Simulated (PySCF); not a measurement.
## Electronic structure of C3H3F3O (SMILES O=CCC(F)(F)F) in real space

```xyz
10

O     2.3591    0.7348    0.3685
C     1.1617    0.7703    0.3463
C     0.3028   -0.4718    0.2500
C    -1.0150   -0.2384   -0.4403
F    -0.8358    0.1981   -1.6906
F    -1.7416   -1.3540   -0.4977
F    -1.7388    0.6858    0.2037
H     0.6029    1.7364    0.4262
H     0.0884   -0.8181    1.2750
H     0.8624   -1.2659   -0.2631
```

Geometry: PBE0-D3(BJ)/def2-SVP.

Computed with PySCF, PBE0/def2-SVPD, SCF density, gas phase.

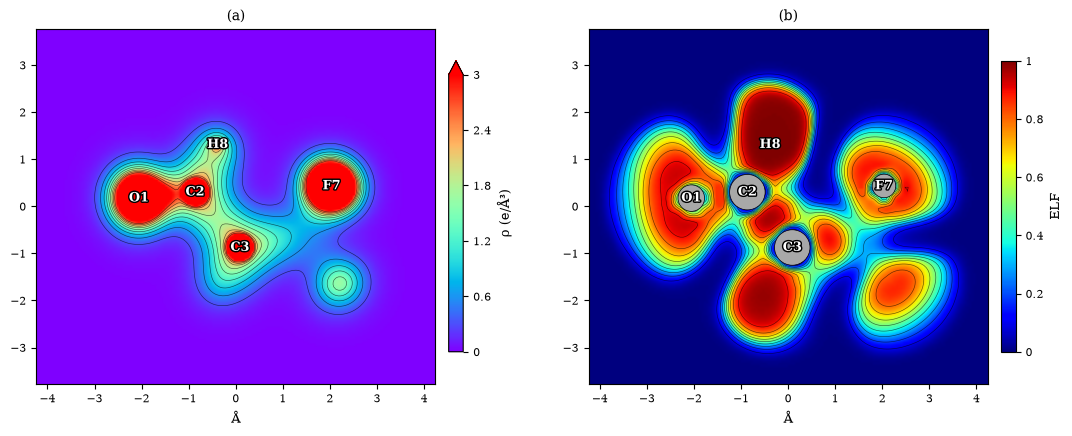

Figure 1. (a) electron density; (b) ELF on the plane of atoms O1, C2 and C3. Grey discs cover the atomic cores in the ELF map.

What does the map show?

The plane passes through O, C, F and H nuclei.
C–O (1.20 Å): ρ is about 3.4 e/Å³ halfway; the ELF peaks at about 0.85 between the atoms: a multiple bond.
C–C (1.51 Å): ρ at the midpoint is about 1.7 e/Å³; the ELF peaks at about 0.95 between the atoms: a shared electron pair.
C–H (1.12 Å): ρ at the midpoint is about 1.9 e/Å³; the ELF climbs to about 1 towards the hydrogen, as it does in any bond to H; a covalent bond by its length.
The ELF also peaks beside F6, O1 and F7, away from the bonds: lone-pair regions.

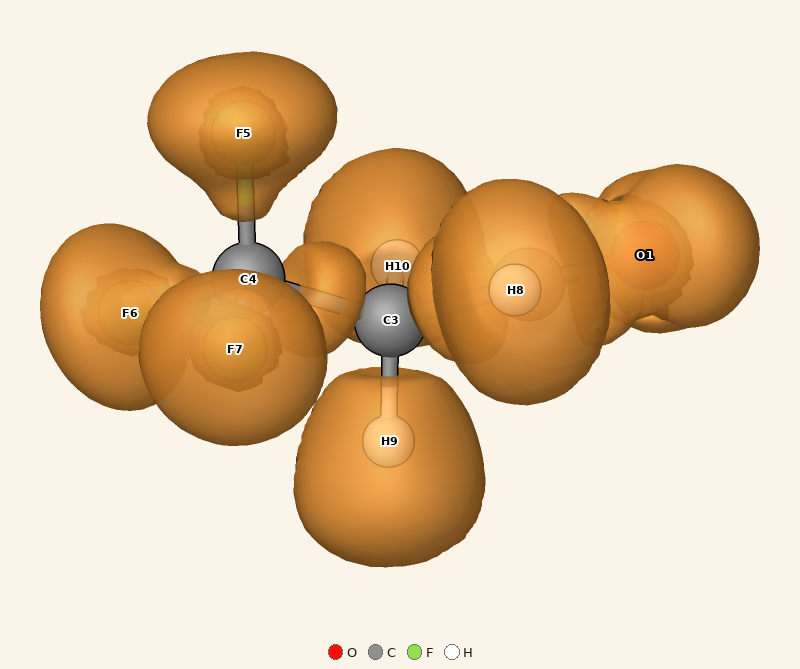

Figure 2. Isosurface of the ELF at 0.75 (orange), seen from one side. Core shells and regions of very low density are left out.

Identify the bonds, lone pairs and shells in this picture.

At this value the surface marks out two regions between bonded C–C atoms (shared pairs), three regions around hydrogen nuclei, three regions on F in which the atom's valence shell and bonds are merged and one region on O in which the atom's valence shell and bonds are merged. Profiles from the grid: C–F (1.33 Å): the ELF peaks at about 0.85 between the atoms; a polar covalent bond.

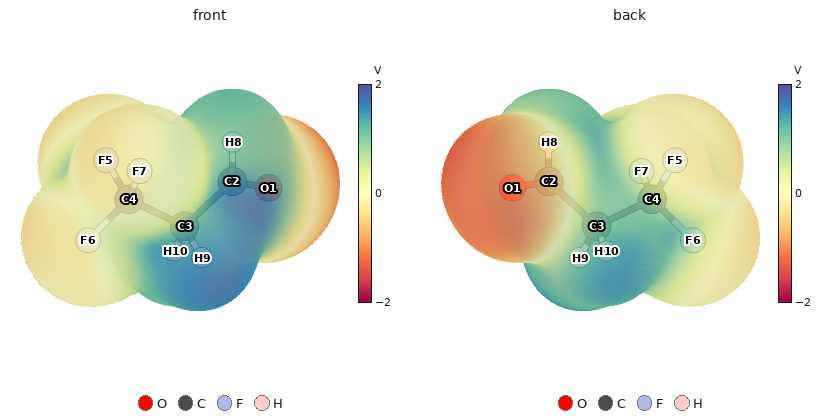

Figure 3. The electrostatic potential painted on the density surface at 0.002 e/bohr³, seen from the front and from behind; the colour scale runs from red (negative) to blue (positive).

Where is the surface potential most negative and most positive?

The most negative region (about −1.3 V) lies over O1, the most positive (about +1.7 V) over C2 and H9. O1 is the likeliest acceptor of a hydrogen bond.

What dipole moment does the calculation give?

Its dipole moment is 1.39 D.
